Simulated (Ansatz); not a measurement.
# A workflow on GaH2O (SMILES [OH][GaH])

Wanted: a structure relaxation (UHF/STO-3G), then the harmonic vibrations, then a structure relaxation (UHF/3-21G), then the harmonic vibrations, then a geometry optimisation (UHF/6-31G*), then the harmonic vibrations of GaH2O. 

The calculation is run with Ansatz 0.2.0.

## (1) The structure to begin with

GaH2O: 4 atoms, total charge 0, spin state doublet. SMILES: `[OH][GaH]`. Geometry: a rough force-field guess. The run starts from this shape.

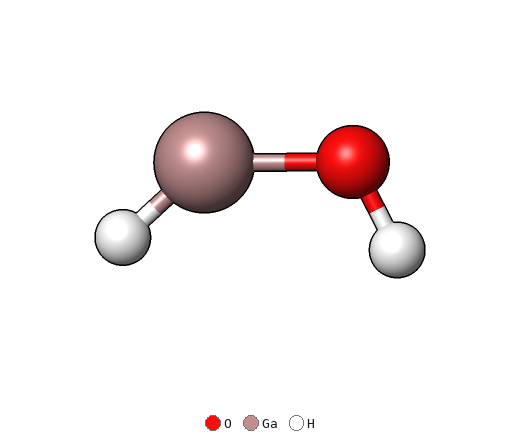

Viewed from a chosen angle; oxygen red, gallium pink, hydrogen white.

## (2) A structure relaxation at UHF/STO-3G (run 1)

File in.yaml:

```yaml
basis:
  gaussian:
    orbitals: STO-3G
crystal:
  periodic: [false, false, false]
  atoms:
    - {symbol: O, position_ang: [0.319700, -0.807300, 0.493000]}
    - {symbol: Ga, position_ang: [0.445500, 0.666900, -0.035100]}
    - {symbol: H, position_ang: [-0.527400, -1.330800, 0.204300]}
    - {symbol: H, position_ang: [-0.182300, 1.411000, -0.682500]}
magnetization:
  spin_polarized: true
  initial_magnetization: 1
hamiltonian:
  xc: hf
relax:
  f_tol: 0.002
output:
  orbitals: {seedname: orbitals}
```

Command:

```bash
$ ansatz run in.yaml --threads 1 --pin off --max-ram 2610MiB --events-out events.jsonl --progress --plain --runs-dir runs
```

The program printed:

```text
Warning: RAYON_NUM_THREADS=1 ignored (pool sized by the plan → 1); use --threads N
The last accepted step is kept in runs//last_step.txt (removed where the run ends without a failure and the disk answers)
[... 109 lines left out ...]
Total energy: -53769.02972022 eV, -1975.9753962607 hartree
[... 4 lines left out ...]
Dipole moment:    -0.454721    -0.143823    -0.203697 e Å
```

Run time: 9.3 s. Hardware: 1 thread of Intel Xeon Platinum 8375C at 2.90GHz (Ice Lake), shared host; peak memory 0.1 GiB.

The path in brief:

| step | energy from the first frame kept (eV) | largest force (eV/Å) |
| --- | --- | --- |
| 1 | 0.0000 | 4.0584 |
| 2 | -0.2963 | 3.6635 |
| 3 | -1.2574 | 6.7105 |
| 4 | -2.2091 | 2.8595 |
| 5 | -2.7036 | 1.1452 |
| 6 | -2.8202 | 1.0389 |
| 7 | -2.8455 | 0.6609 |
| 8 | -2.8802 | 0.2502 |
| 9 | -2.8907 | 0.1226 |
| 10 | -2.8945 | 0.1609 |
| 11 | -2.8947 | 0.0916 |
| 12 | -2.8947 | 0.0026 |
| 13 | -2.8947 | 0.0002 |

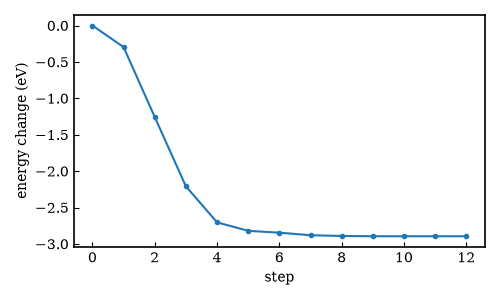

Energy along the run.

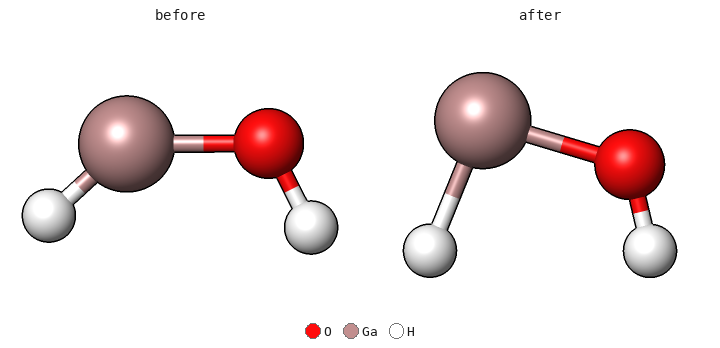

Before and after, at one scale.

After the run. Bond lengths: O1–Ga2 1.694 Å, O1–H3 0.976 Å, Ga2–H4 1.550 Å. Angles: O1–Ga2–H4 95.7°, Ga2–O1–H3 119.8°.

## (3) Vibrational wavenumbers at UHF/STO-3G (run 2)

File job.yaml:

```yaml
crystal:
  periodic: [false, false, false]
  atoms:
    - {symbol: O, position_ang: [0.252479, -0.834133, 0.456763]}
    - {symbol: Ga, position_ang: [0.808397, 0.737131, 0.152090]}
    - {symbol: H, position_ang: [-0.600453, -1.127105, 0.083890]}
    - {symbol: H, position_ang: [-0.404923, 1.163908, -0.713044]}
basis:
  gaussian:
    orbitals: STO-3G
magnetization:
  spin_polarized: true
  initial_magnetization: 1
phonons:
  temperatures: {t_min: 298.15, t_max: 298.15, t_step: 1}
hamiltonian:
  xc: hf
total_charge: 0
```

Command:

```bash
$ ansatz run job.yaml --threads 1 --pin off --max-ram 2610MiB --events-out events.jsonl --progress --plain --runs-dir runs
```

The program printed:

```text
Warning: RAYON_NUM_THREADS=1 ignored (pool sized by the plan → 1); use --threads N
[... 102 lines left out ...]
Total energy: -53769.02973526 eV, -1975.9753968136 hartree
[... 4 lines left out ...]
Dipole moment:    -0.454719    -0.143825    -0.203695 e Å
Vibrations: 664.22 750.18 967.59 1165.23 2203.52 4349.24 cm⁻¹, zero-point energy 0.626119 eV
```

Wall time 4.5 s (1 thread of Intel Xeon Platinum 8375C at 2.90GHz (Ice Lake), shared host); peak memory 0.098 GiB.

## (4) A structure relaxation at UHF/3-21G (run 3)

File input.yaml:

```yaml
crystal:
  periodic: [false, false, false]
  atoms:
    - {symbol: O, position_ang: [0.319700, -0.807300, 0.493000]}
    - {symbol: Ga, position_ang: [0.445500, 0.666900, -0.035100]}
    - {symbol: H, position_ang: [-0.527400, -1.330800, 0.204300]}
    - {symbol: H, position_ang: [-0.182300, 1.411000, -0.682500]}
basis:
  gaussian:
    orbitals: 3-21G.json
magnetization:
  spin_polarized: true
  initial_magnetization: 1
hamiltonian:
  xc: hf
relax:
  f_tol: 0.002
output: {orbitals: {seedname: orbitals}}
```

The basis set 3-21G is read from a file made from the Basis Set Exchange's data (not shown).

Command:

```bash
$ ansatz run input.yaml --threads 1 --pin off --max-ram 2610MiB --events-out events.jsonl --progress --plain --runs-dir runs
```

The program printed:

```text
Warning: RAYON_NUM_THREADS=1 ignored (pool sized by the plan → 1); use --threads N
[... 1 set-up line as earlier in the session ...]
[... 69 lines left out ...]
Total energy: -54135.97009136 eV, -1989.4602061791 hartree
[... 4 lines left out ...]
Dipole moment:    -0.151645    -0.038841    -0.071935 e Å
```

Run time: 3.6 s. Hardware: 1 thread of Intel Xeon Platinum 8375C at 2.90GHz (Ice Lake), shared host; peak memory 0.11 GiB.

The path in brief:

| step | energy from the first frame kept (eV) | largest force (eV/Å) |
| --- | --- | --- |
| 1 | 0.0000 | 13.4704 |
| 2 | -2.3039 | 5.4565 |
| 3 | -3.1300 | 1.5810 |
| 4 | -3.1941 | 0.4783 |
| 5 | -3.2005 | 0.3227 |
| 6 | -3.2071 | 0.2590 |
| 7 | -3.2121 | 0.0445 |
| 8 | -3.2127 | 0.0114 |
| 9 | -3.2127 | 0.0006 |

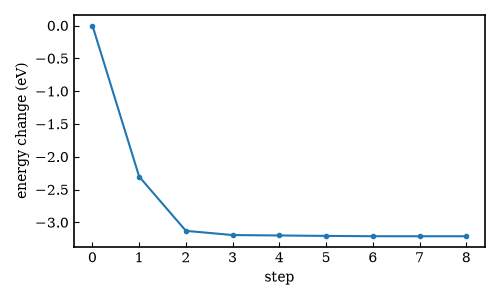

Energy along the run.

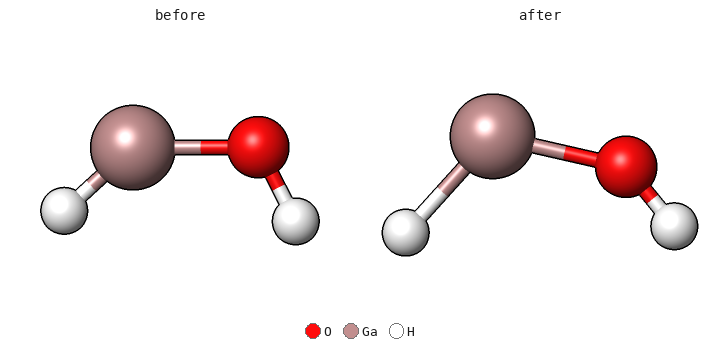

Before and after, at one scale.

After the run. Bond lengths: O1–Ga2 1.715 Å, O1–H3 0.955 Å, Ga2–H4 1.624 Å. Angles: O1–Ga2–H4 119.5°, Ga2–O1–H3 141.8°.

## (5) The harmonic vibrations at UHF/3-21G (run 4)

File in.yaml:

```yaml
crystal:
  periodic: [false, false, false]
  atoms:
    - {symbol: O, position_ang: [0.196931, -0.890991, 0.449464]}
    - {symbol: Ga, position_ang: [0.664574, 0.716347, 0.078521]}
    - {symbol: H, position_ang: [-0.502992, -1.522543, 0.297696]}
    - {symbol: H, position_ang: [-0.303013, 1.636987, -0.845981]}
basis:
  gaussian: {orbitals: 3-21G.json}
magnetization: {spin_polarized: true, initial_magnetization: 1}
hamiltonian: {xc: hf}
phonons: {temperatures: {t_min: 298.15, t_max: 298.15, t_step: 1}}
```

The basis set 3-21G is read from a file made from the Basis Set Exchange's data (not shown).

Command:

```bash
$ ansatz run in.yaml --threads 1 --pin off --max-ram 2610MiB --events-out events.jsonl --progress --plain --runs-dir runs
```

The program printed:

```text
Warning: RAYON_NUM_THREADS=1 ignored (pool sized by the plan → 1); use --threads N
[... 137 lines left out ...]
Total energy: -54135.97007595 eV, -1989.4602056128 hartree
[... 4 lines left out ...]
Dipole moment:    -0.151647    -0.038843    -0.071936 e Å
Vibrations: 354.37 408.42 665.86 863.36 1695.11 4025.27 cm⁻¹, zero-point energy 0.496705 eV
```

Wall time 5.1 s (1 thread of Intel Xeon Platinum 8375C at 2.90GHz (Ice Lake), shared host); peak memory 0.1 GiB.

## (6) A geometry optimisation at UHF/6-31G(d) (Cartesian functions) (run 5)

File job.yaml:

```yaml
crystal:
  periodic: [false, false, false]
  atoms:
    - {symbol: O, position_ang: [0.319700, -0.807300, 0.493000]}
    - {symbol: Ga, position_ang: [0.445500, 0.666900, -0.035100]}
    - {symbol: H, position_ang: [-0.527400, -1.330800, 0.204300]}
    - {symbol: H, position_ang: [-0.182300, 1.411000, -0.682500]}
basis:
  gaussian:
    orbitals: "6-31G*"
magnetization:
  spin_polarized: true
  initial_magnetization: 1
hamiltonian:
  xc: hf
relax:
  f_tol: 0.002
output:
  orbitals: {seedname: orbitals}
```

Command:

```bash
$ ansatz run job.yaml --threads 1 --pin off --max-ram 2610MiB --events-out events.jsonl --progress --plain --runs-dir runs
```

The program printed:

```text
Warning: RAYON_NUM_THREADS=1 ignored (pool sized by the plan → 1); use --threads N
[... 1 set-up line as earlier in the session ...]
[... 68 lines left out ...]
Total energy: -54394.85755742 eV, -1998.9741450766 hartree
[... 4 lines left out ...]
Dipole moment:    -0.148306     0.207801    -0.168328 e Å
```

Run time: 8.7 s. Hardware: 1 thread of Intel Xeon Platinum 8375C at 2.90GHz (Ice Lake), shared host; peak memory 0.13 GiB.

Steps, from the record of the run:

| step | energy from the first frame kept (eV) | largest force (eV/Å) |
| --- | --- | --- |
| 1 | 0.0000 | 15.0097 |
| 2 | -2.6997 | 5.3801 |
| 3 | -3.5450 | 1.0804 |
| 4 | -3.5895 | 0.5404 |
| 5 | -3.5988 | 0.1806 |
| 6 | -3.6044 | 0.0667 |
| 7 | -3.6045 | 0.0092 |
| 8 | -3.6045 | 0.0032 |
| 9 | -3.6045 | 0.0001 |

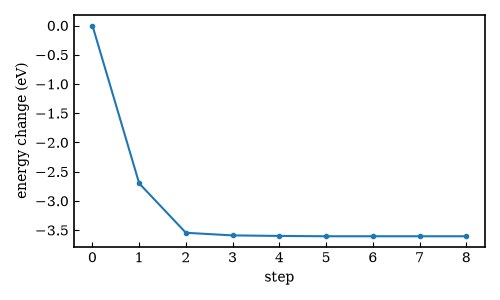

Energy along the run.

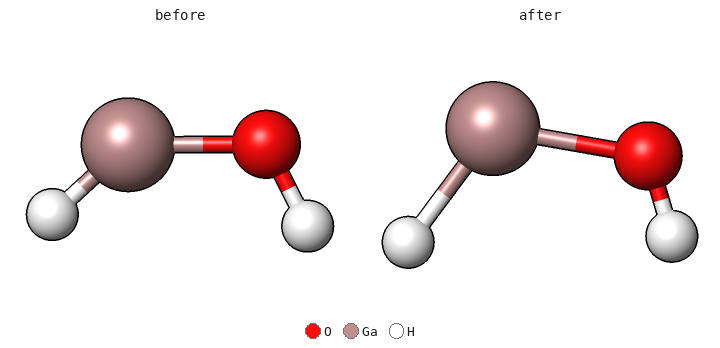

Before and after, at one scale.

After the run. Bond lengths: O1–Ga2 1.789 Å, O1–H3 0.948 Å, Ga2–H4 1.609 Å. Angles: O1–Ga2–H4 117.0°, Ga2–O1–H3 116.2°.

## (7) The harmonic vibrations at UHF/6-31G(d) (Cartesian functions) (run 6)

File molecule.yaml:

```yaml
crystal:
  periodic: [false, false, false]
  atoms:
    - {symbol: O, position_ang: [0.275980, -0.973647, 0.527950]}
    - {symbol: Ga, position_ang: [0.687777, 0.712424, 0.093890]}
    - {symbol: H, position_ang: [-0.543991, -1.305358, 0.187070]}
    - {symbol: H, position_ang: [-0.364265, 1.506381, -0.829209]}
basis:
  gaussian:
    orbitals: "6-31G*"
magnetization:
  spin_polarized: true
  initial_magnetization: 1
hamiltonian:
  xc: hf
phonons:
  temperatures: {t_min: 298.15, t_max: 298.15, t_step: 1}
```

Command:

```bash
$ ansatz run molecule.yaml --threads 1 --pin off --max-ram 2610MiB --events-out events.jsonl --progress --plain --runs-dir runs
```

The program printed:

```text
Warning: RAYON_NUM_THREADS=1 ignored (pool sized by the plan → 1); use --threads N
[... 137 lines left out ...]
Total energy: -54394.85753955 eV, -1998.9741444197 hartree
[... 4 lines left out ...]
Dipole moment:    -0.148306     0.207802    -0.168329 e Å
Vibrations: 417.96 584.27 707.32 847.86 1823.30 4114.61 cm⁻¹, zero-point energy 0.526643 eV
```

Wall time 17 s (1 thread of Intel Xeon Platinum 8375C at 2.90GHz (Ice Lake), shared host); peak memory 0.13 GiB.

## (8) Summary of results

| quantity | value |
| --- | --- |
| run 1, UHF/STO-3G: total energy at the end | -1975.97540 Eh |
| run 1, UHF/STO-3G: dipole moment | 2.49 D |
| run 1, UHF/STO-3G: HOMO energy (highest over α and β) | -7.06 eV |
| run 1, UHF/STO-3G: LUMO energy (lowest over α and β) | 3.77 eV |
| run 1, UHF/STO-3G: ⟨S²⟩ | 0.751 |
| run 2, UHF/STO-3G: largest force on an atom | 0.000 eV/Å |
| run 2, UHF/STO-3G: lowest harmonic wavenumber | 664 cm⁻¹ |
| run 2, UHF/STO-3G: highest harmonic wavenumber | 4349 cm⁻¹ |
| run 2, UHF/STO-3G: zero-point energy | 60.4 kJ/mol |
| run 3, UHF/3-21G: total energy at the end | -1989.46021 Eh |
| run 3, UHF/3-21G: dipole moment | 0.83 D |
| run 3, UHF/3-21G: HOMO energy (highest over α and β) | -7.95 eV |
| run 3, UHF/3-21G: LUMO energy (lowest over α and β) | 1.16 eV |
| run 3, UHF/3-21G: ⟨S²⟩ | 0.759 |
| run 4, UHF/3-21G: largest force on an atom | 0.001 eV/Å |
| run 4, UHF/3-21G: lowest harmonic wavenumber | 354 cm⁻¹ |
| run 4, UHF/3-21G: highest harmonic wavenumber | 4025 cm⁻¹ |
| run 4, UHF/3-21G: zero-point energy | 47.9 kJ/mol |
| run 5, UHF/6-31G*: total energy at the end | -1998.97415 Eh |
| run 5, UHF/6-31G*: dipole moment | 1.47 D |
| run 5, UHF/6-31G*: HOMO energy (highest over α and β) | -8.73 eV |
| run 5, UHF/6-31G*: LUMO energy (lowest over α and β) | 0.83 eV |
| run 5, UHF/6-31G*: ⟨S²⟩ | 0.759 |
| run 6, UHF/6-31G*: total energy | -1998.97414 Eh |
| run 6, UHF/6-31G*: largest force on an atom | 0.000 eV/Å |
| run 6, UHF/6-31G*: lowest harmonic wavenumber | 418 cm⁻¹ |

In words: The optimisation (run 1, UHF/STO-3G) took 12 steps and changed the energy by -2.895 eV. Mulliken charges (run 1, UHF/STO-3G) run from -0.45 on O1 to +0.39 on Ga2; they depend strongly on the basis. All 6 modes are real, so the shape is a minimum at this level. Mulliken charges (run 2, UHF/STO-3G) run from -0.45 on O1 to +0.39 on Ga2; they depend strongly on the basis. The optimisation (run 3, UHF/3-21G) took 8 steps and changed the energy by -3.213 eV. The optimisation (run 5, UHF/6-31G*) took 8 steps and changed the energy by -3.604 eV.
